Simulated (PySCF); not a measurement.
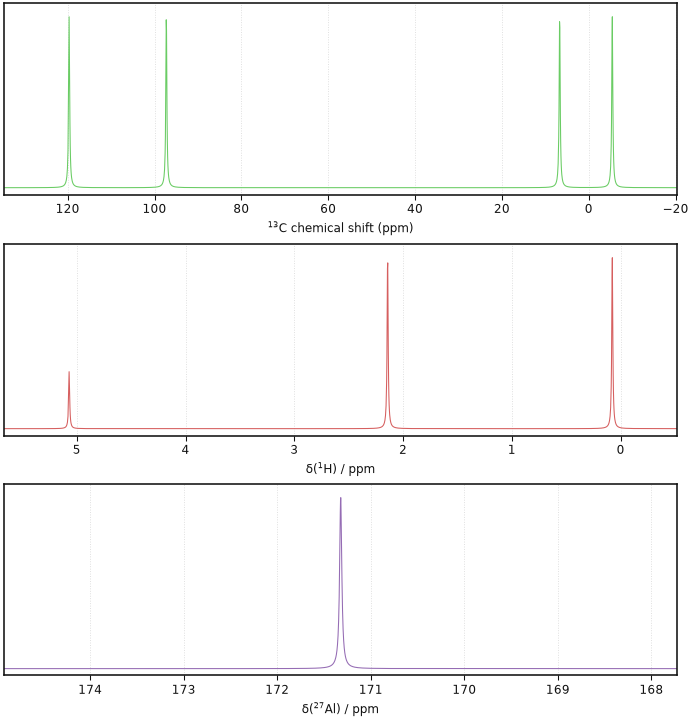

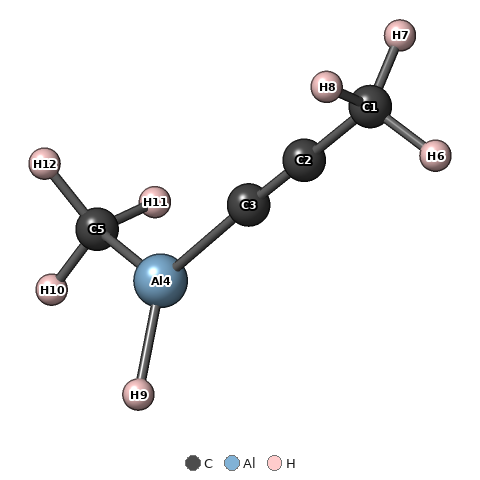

Spectrum and numbered structure of C₄H₇Al, SMILES CC#[C][AlH][CH3], singlet. GIAO shifts, PBE0/pcSseg-1 with PySCF, at a GFN2-xTB geometry (no frequency check), against TMS for ¹³C, TMS for ¹H and AlH₄⁻ for ²⁷Al computed at the same level (²⁷Al: the usual scale starts at aqueous Al³⁺ instead). Gas phase, fully decoupled, line heights follow the number of nuclei, widths are arbitrary (no quadrupolar broadening); values of one conformer, averaged over methyl-type rotors and exact or near symmetry.

Which ¹³C nuclei are the least shielded, and which the most?

Answer. Least shielded: C2 at 119.7 ppm. Most shielded: C5 at −5.4 ppm.

Which atoms give which ¹H line?

Answer.
```
δ (ppm)  nuclei          atoms
   5.07       1             H9
   2.14       3     H6, H7, H8
   0.08       3  H10, H11, H12
```

Where does the ²⁷Al line lie?

Answer. At 171.3 ppm (Al4).

Note: the tight-binding geometry is rougher than a DFT one and adds to the error.
